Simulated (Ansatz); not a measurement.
Consider SnPb3O4.

```
Sn Pb O
1.0
     3.97665    0.00000    0.00000
     0.00000    3.97665    0.00000
     0.00000    0.00000   10.05669
Sn Pb O
1 3 4
Direct
  0.50000 0.50000 0.38575
  0.00000 0.00000 0.12517
  0.00000 0.00000 0.61673
  0.50000 0.50000 0.88437
  0.00000 0.50000 0.00156
  0.00000 0.50000 0.49243
  0.50000 0.00000 0.00156
  0.50000 0.00000 0.49243
```

Space group P4mm; a structure generated by program, which may or may not match a known phase; changed on purpose from its base cell (volume × 0.91, shape and atoms relaxed).

Method: DFT PBE, scalar-relativistic, plane waves, PAW in Ansatz 0.2.0.

### What can the converged valence pseudo-density and electron localisation function tell about the bonding?

Sn–O (2.26 Å): the density is about 0.44 e/Å³ at the midpoint; the ELF peaks at about 0.85 in the valence shell of O, 0.6 Å from its nucleus, and is about 0.20 at the midpoint; no localised pair shows between them.
Pb–O (2.31 Å): ρ is about 0.47 e/Å³ halfway; the ELF peaks at about 0.85 in the valence shell of O, 0.6 Å from its nucleus, and drops to about 0.20 between the two atoms.

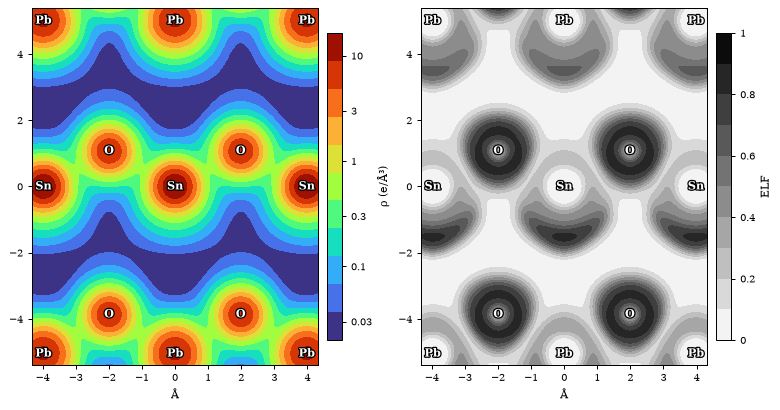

Computed valence pseudo-density and electron localisation function on the (010) plane of the conventional cell, in this order. 

In a PAW calculation such maps are meaningful between the atoms, not at the nuclei.
